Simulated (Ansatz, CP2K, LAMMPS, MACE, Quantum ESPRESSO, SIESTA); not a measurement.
# Amorphous 79SiO2-21Al2O3 (mol %) (96 atoms): one relaxed cell, several methods

What does relaxation change in amorphous 79SiO2-21Al2O3 (mol %) (96 atoms), and how far do other programs agree with plane waves on the relaxed cell?

These are calculated values.

### Step 1. Set-up

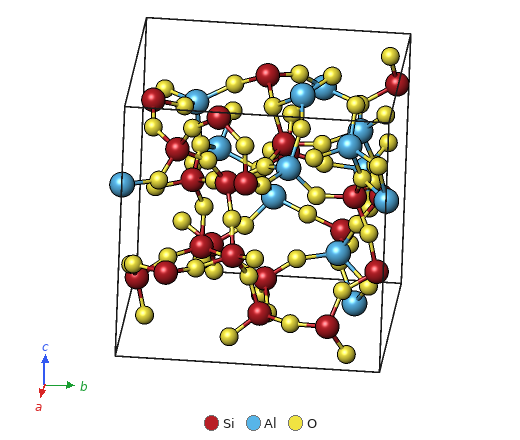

The cell (silicon red, aluminium blue, oxygen yellow). Some periodic images of atoms are drawn too.

The cell holds 96 atoms (22 Si, 12 Al and 62 O), with edges of 11.00, 11.00 and 11.00 Å. Recipe: 96 atoms (22 Si, 12 Al, 62 O) placed at random at 2.41 g/cm³, melted at 5000 K for 10 ps at fixed volume with the Morse and Coulomb pair potential with partial charges (Pedone, Malavasi, Menziani, Cormack and Segre, J. Phys. Chem. B 110, 11780 (2006)). Quenched from 5000 K to 300 K at 50 K/ps and fixed volume, held 5 ps, then minimised at fixed cell. Then the atoms were relaxed with MACE MP-0b3 medium in the fixed cell. Then the atoms were relaxed with CP2K double zeta, PBE.

### Step 2. The relaxation

CP2K double zeta (DZVP-MOLOPT-SR, GTH-PBE potentials, 480 Ry; k-points Γ) took 11 geometry steps and reached its thresholds. It started from the geometry that MACE MP-0b3 medium had relaxed.

Elapsed: 8.2 min, on 4 MPI ranks of Intel Xeon Platinum 8488C (Sapphire Rapids), shared host; peak memory 2.5 GiB; 33 min of CPU time.

|  | before | after |
| --- | --- | --- |
| energy (meV/atom) | 0 | -1.9 |
| Si-O bonds under 2.12 Å | 88 at 1.642 Å | 88 at 1.644 Å |
| Al-O bonds under 2.38 Å | 48 at 1.801 Å | 48 at 1.805 Å |

Atoms moved by 0.02 Å r.m.s. and 0.05 Å at most, with the common shift taken off.

### Step 3. Local order after relaxation

Density 2.41 g/cm³, 13.86 Å³ an atom.

Pair distribution functions g(r), in bins of 0.2 Å:

| r (Å) | total | O-O | O-Si | O-Al | Si-Si | Si-Al | Al-Al |
| --- | --- | --- | --- | --- | --- | --- | --- |
| 1.50 | 0.37 | 0.00 | 1.25 | 0.00 | 0.00 | 0.00 | 0.00 |
| 1.70 | 4.45 | 0.00 | 11.41 | 6.67 | 0.00 | 0.00 | 0.00 |
| 1.90 | 0.60 | 0.00 | 0.00 | 3.75 | 0.00 | 0.00 | 0.00 |
| 2.10 | 0.03 | 0.00 | 0.00 | 0.17 | 0.00 | 0.00 | 0.00 |
| 2.30 | 0.00 | 0.00 | 0.00 | 0.00 | 0.00 | 0.00 | 0.00 |
| 2.50 | 0.42 | 1.01 | 0.00 | 0.00 | 0.00 | 0.00 | 0.00 |
| 2.70 | 1.84 | 4.27 | 0.00 | 0.20 | 0.00 | 0.00 | 2.02 |
| 2.90 | 0.88 | 1.79 | 0.00 | 0.34 | 0.77 | 0.71 | 0.00 |
| 3.10 | 1.14 | 1.15 | 0.28 | 0.51 | 4.08 | 4.64 | 0.76 |
| 3.30 | 0.95 | 0.63 | 0.68 | 0.84 | 1.89 | 3.39 | 4.04 |
| 3.50 | 0.66 | 0.34 | 1.01 | 1.16 | 0.00 | 0.16 | 1.25 |
| 3.70 | 0.89 | 0.58 | 1.47 | 1.15 | 0.00 | 0.15 | 1.10 |
| 3.90 | 0.89 | 0.47 | 1.29 | 1.58 | 0.15 | 0.39 | 1.46 |
| 4.10 | 1.27 | 0.78 | 2.16 | 1.44 | 0.66 | 0.60 | 0.43 |
| 4.30 | 1.16 | 0.69 | 1.68 | 1.35 | 1.30 | 1.19 | 1.24 |
| 4.50 | 1.03 | 0.94 | 0.87 | 1.70 | 0.64 | 0.98 | 1.10 |
| 4.70 | 0.98 | 1.32 | 0.55 | 0.87 | 1.19 | 0.91 | 0.66 |
| 4.90 | 0.94 | 1.35 | 0.47 | 0.68 | 0.73 | 1.18 | 1.53 |
| 5.10 | 1.14 | 1.51 | 0.68 | 0.74 | 1.84 | 1.23 | 1.14 |
| 5.30 | 1.11 | 1.46 | 0.88 | 0.66 | 1.63 | 0.78 | 0.52 |

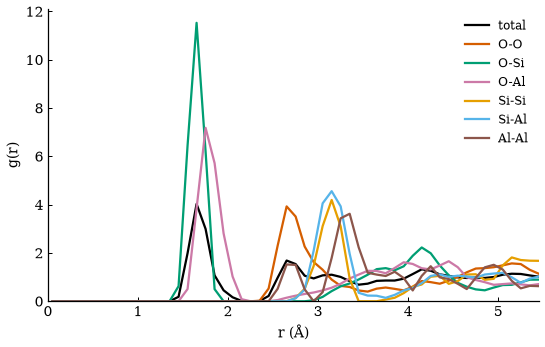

Pair distribution functions, lightly smoothed.

Bonds by pair of elements; cutoffs follow the first minimum of g(r), held within bounds set by covalent radii, and pairs that aren't listed don't count as bonded:

| pair A-B | cutoff (Å) | bonds | mean length (Å) | spread (Å) | shortest (Å) | B about A | A about B |
| --- | --- | --- | --- | --- | --- | --- | --- |
| O-Si | 2.12 | 88 | 1.64 | 0.042 | 1.57 | 1.42 | 4 |
| O-Al | 2.38 | 48 | 1.80 | 0.095 | 1.69 | 0.774 | 4 |

How many atoms have how many bonded neighbours:

| element | mean | 2 | 3 | 4 |
| --- | --- | --- | --- | --- |
| Al | 4 | 0 | 0 | 12 |
| O | 2.19 | 50 | 12 | 0 |
| Si | 4 | 0 | 0 | 22 |

Bond angles (no mean is given where the spread exceeds 20°):

| angle | count | mean (°) | spread (°) |
| --- | --- | --- | --- |
| O-Si-O | 132 | 109 | 5.5 |
| O-Al-O | 72 | 109 | 12.1 |
| Al-O-Si | 44 | 132 | 17 |
| Si-O-Si | 30 | 146 | 14.5 |
| Al-O-Al | 12 | - | - |

Oxygen atoms by the number of network formers (Si, P, Ge, B, Al, As, Ga) bound to them:

| network formers bound to O | O atoms | per cent |
| --- | --- | --- |
| 0 | 0 | 0 |
| 1 | 0 | 0 |
| 2 | 50 | 80.6 |
| 3 | 12 | 19.4 |

Network units: each former by its oxygen neighbours and how many of them bridge to another former:

| former | O neighbours | bridging O | atoms |
| --- | --- | --- | --- |
| Si | 4 | 4 | 22 |
| Al | 4 | 4 | 12 |

Bond length by coordination (bonds to H left out):

| element | coordination | atoms | mean bond length (Å) |
| --- | --- | --- | --- |
| O | 2 | 50 | 1.66 |
| O | 3 | 12 | 1.82 |

Rings of the network by King's shortest-path rule, up to 12 atoms, one path for each pair of neighbours; H, halogens, alkali and alkaline-earth atoms are left out, and the last column divides by all other atoms, bonded or not:

| ring size (atoms) | rings | per network atom |
| --- | --- | --- |
| 4 | 2 | 0.021 |
| 6 | 4 | 0.042 |
| 8 | 15 | 0.156 |
| 10 | 25 | 0.26 |
| 12 | 22 | 0.229 |

First main peaks of g(r), for some of the pairs, lie near 2.7 Å (O-O), 1.6 Å (O-Si), 1.8 Å (O-Al), 3.1 Å (Si-Si) and 3.1 Å (Si-Al). With the cutoffs above, all Al atoms have 4, 81 % of O atoms have 2 and all Si atoms have 4 bonded neighbours. The O-Si-O angle averages 109° with a spread of 6°. 81 % of the oxygens bridge two formers (Si and Al) and 0 % are non-bridging; 19 % join three. The commonest Si unit has 4 oxygens, 4 of them shared with other formers (22 of 22 atoms). Rings of 10 atoms are the most common (37 % of those counted); sizes run from 4 to 12, where the search stops.

### Step 4. The plane-wave reference

Quantum ESPRESSO 7.5: Kohn-Sham DFT, PBE, SSSP efficiency 1.3.0 pseudopotentials, plane waves. Its input for the relaxed cell:

```
&control
  calculation = 'scf'
  pseudo_dir = './pseudo'
  outdir = './tmp'
  disk_io = 'none'
  tprnfor = .true.
  tstress = .true.
/
&system
  ibrav = 0
  nat = 96
  ntyp = 3
  ecutwfc = 60
  ecutrho = 480
  nosym = .true.
  occupations = 'smearing'
  smearing = 'fd'
  degauss = 0.003675
/
&electrons
  conv_thr = 4.8e-07
  electron_maxstep = 100
  mixing_beta = 0.4
  mixing_mode = 'plain'
  diagonalization = 'david'
/
ATOMIC_SPECIES
Si 28.085 Si.upf
Al 26.982 Al.upf
O 15.999 O.upf
CELL_PARAMETERS angstrom
10.99940 0.00000 0.00000
0.00000 10.99940 0.00000
0.00000 0.00000 10.99940
ATOMIC_POSITIONS crystal
Si 0.37095 0.22275 0.49686
Si 0.73403 0.52039 0.10976
Si 0.29624 0.48674 0.90608
[... 91 atom lines left out ...]
O 0.95958 0.45670 0.85823
O 0.42590 0.73954 0.96611
K_POINTS gamma
```

Elapsed: 3.6 min, on 4 MPI ranks of Intel Xeon Platinum 8488C (Sapphire Rapids), shared host; peak memory 4.4 GiB; 14 min of CPU time.

### Step 5. Side by side

CPU times are from a shared host and are rough.

| level | basis or training data | k-points | own r.m.s. force (meV/Å) | difference from the reference (meV/Å) | pressure (GPa) | Kohn-Sham gap (eV) | CPU time | memory (GiB) |
| --- | --- | --- | --- | --- | --- | --- | --- | --- |
| QE, PBE | plane waves, SSSP efficiency, 60/480 Ry | Γ | 101 | - | -1.75 | 4.24 | 14 min | 4.4 |
| CP2K triple zeta, PBE | TZV2P-UZH, GTH-PBE potentials, 600 Ry | Γ | 113 | 80 | -3.33 | 4.22 | 16 min | 7.0 |
| SIESTA DZP, PBE | DZP orbitals, shift 0.01 Ry, mesh 400 Ry | Γ | 154 | 151 | 0.87 | 4.40 | 7.4 min | 2.6 |
| MACE MP-0b3 medium | trained on PBE(+U) plane-wave data | - | 117 | 50 | -1.83 | - | 9.4 s | 1.1 |

The gap is the spacing of the highest filled and lowest empty Kohn-Sham level on the mesh; a dash marks partly filled levels, a spacing under 0.15 eV or a method without such levels.

### Step 6. What came out

Relaxation in the fixed cell lowers the energy by 2 meV/atom at its own level and moves atoms by up to 0.05 Å. The reference finds an r.m.s. force of 101 meV/Å there and a pressure of -1.75 GPa, at a geometry that CP2K double zeta made. Forces differ from the reference's by 50 meV/Å (MACE MP-0b3 medium), 80 meV/Å (CP2K triple zeta, PBE) and 151 meV/Å (SIESTA DZP, PBE).

CP2K double zeta is at its own minimum here, so the reference's force is itself a measure of how the two differ. Pressures lie -0.1 GPa (MACE MP-0b3 medium), -1.6 GPa (CP2K triple zeta, PBE) and +2.6 GPa (SIESTA DZP, PBE) from the reference's. The highest filled and lowest empty levels lie 4.24 eV apart in the reference, against 4.22 eV in CP2K triple zeta, PBE and 4.40 eV in SIESTA DZP, PBE. With the cutoffs above, all Al atoms have 4, 81 % of O atoms have 2 and all Si atoms have 4 bonded neighbours. 81 % of the oxygens bridge two formers (Si and Al) and 0 % are non-bridging; 19 % join three.

**Limits.** The density was set by the recipe and held. One sample of a disordered cell; defect or tail levels can set the gap. Gaps are read on the mesh, which holds the band edges only if they fold onto it, and semilocal functionals tend to put them under measured ones. The quench rate of 50 K/ps is many orders above laboratory rates, so the cell is likely richer in defects and strain than a real sample. The reference samples only Γ, in a cell whose shortest periodic width is 11 Å. The plane-wave runs aren't exact: their cutoffs and mesh weren't converged further here. SIESTA's automatically made basis is far from complete, and its potentials were converted by us (checked for H, C, O, Si, Ge and Ca alone). Where levels are smeared, the DFT runs use Fermi–Dirac occupations at 580 K (0.05 eV), and energies are free energies.

[Logs are printed without paths, hosts, clocks, repeated set-up lines and the standing remarks that a program may print on its own settings, such as how far it seeks lower states.]

[Hosts, paths, dates, database ids (printed as entryN), source tags and the programs' standing remarks are cut or masked in the printed files.]
